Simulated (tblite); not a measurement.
**C$_{5}$H$_{6}$F$_{2}$OSi: frequency calculation**

C$_{5}$H$_{6}$F$_{2}$OSi, computed with GFN2-xTB harmonic vibrations, gas phase (tblite 0.8.0).

It belongs to a series of runs on one base structure; here: H on C replaced by CHF2.

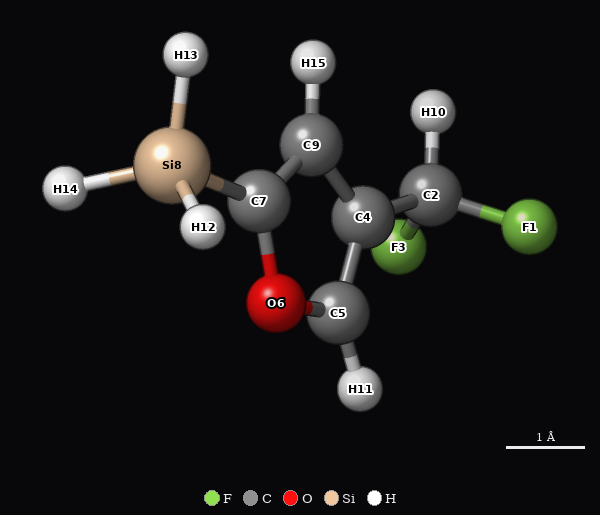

*The structure (ball-and-stick view, seen at a tilt; atoms are numbered from 1 in the order of the input).*

Bond lengths as drawn: C–C 1.37 to 1.49 Å, C–F 1.36 Å, C–H 1.07 to 1.10 Å, C–O 1.33 to 1.36 Å, C–Si 1.88 Å and H–Si 1.46 Å.

The input:
```
{"job": {"kind": "ir", "xc": "GFN2-xTB", "basis": "xTB"}, "charge": 0, "multiplicity": 1}
F     -3.064045     0.770519    -1.218743
C     -2.575481     0.375845    -0.010747
F     -3.355769    -0.670220     0.372617
C     -1.144370    -0.017964    -0.104691
C     -0.621390    -1.056508    -0.826646
O      0.700273    -1.105529    -0.676671
C      1.073460    -0.095496     0.145910
Si     2.902230     0.056319     0.543173
C     -0.038670     0.604618     0.525868
H     -2.743986     1.198466     0.700938
H     -1.091218    -1.789573    -1.452852
H      3.649447    -0.082978    -0.705292
H      3.103051     1.370512     1.150565
H      3.268393    -1.008399     1.478425
H     -0.066337     1.458378     1.171338
```

The first line tells a small driver script what to run in tblite; the rest is the geometry in Å.

Run on 1 CPU thread, shared host.

Launched with:
```bash
OMP_NUM_THREADS=1 python <driver script> task.json out
```

The program's output:
```
mode    cm-1     km/mol
  1      18.4      2.07
  2      24.6      0.03
  3      95.0      0.02
  4     122.0      1.00
  5     178.1      1.83
  6     220.5      8.13
  7     321.3     15.88
  8     417.5      0.11
  9     470.3      0.03
 10     531.6     67.36
 11     545.0     69.16
 12     565.6     15.03
 13     637.9      7.54
 14     659.2      3.03
 15     747.9     66.27
 16     758.8    186.27
 17     779.2    109.54
 18     780.5     78.85
 19     784.5    429.39
 20     829.1      4.88
 21     925.8      6.73
 22     981.6     33.58
 23     994.4    204.44
 24    1056.9     33.27
 25    1086.8    144.60
 26    1117.3      8.86
 27    1195.6     32.79
 28    1248.4     36.40
 29    1255.4     12.19
 30    1272.1     15.14
 31    1394.2     21.64
 32    1480.6      8.96
 33    1574.7     45.16
 34    2267.8    307.58
 35    2286.1    142.41
 36    2289.4    354.54
 37    2897.6     27.07
 38    3169.8      0.54
 39    3184.5     10.84
```

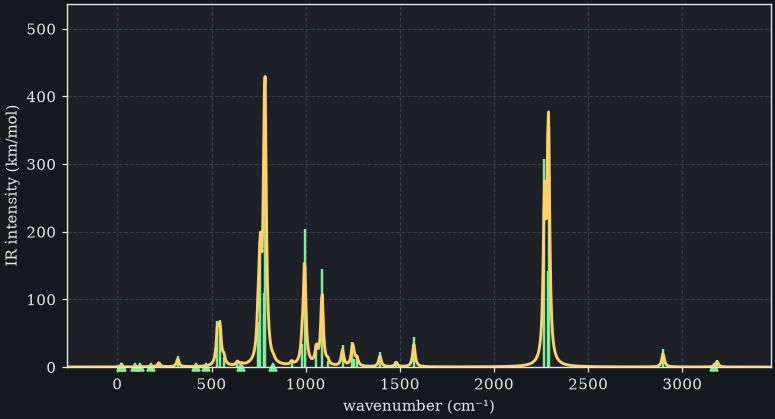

*Harmonic infrared spectrum, unscaled: sticks (degenerate modes added up, dark ones marked on the axis) with a Lorentzian envelope of 16 cm⁻¹ full width, scaled to the tallest stick.*

39 modes from 18 to 3184 cm⁻¹, none imaginary. The strongest line is at 784 cm⁻¹ (429 km/mol).

Results in brief:

| quantity | value |
| --- | --- |
| outcome | converged |
| total energy | −789.6316 eV |
| zero-point energy | 58.8490 kcal/mol |
| wall time | 0.53 s |
| peak memory | 0.18 GiB |
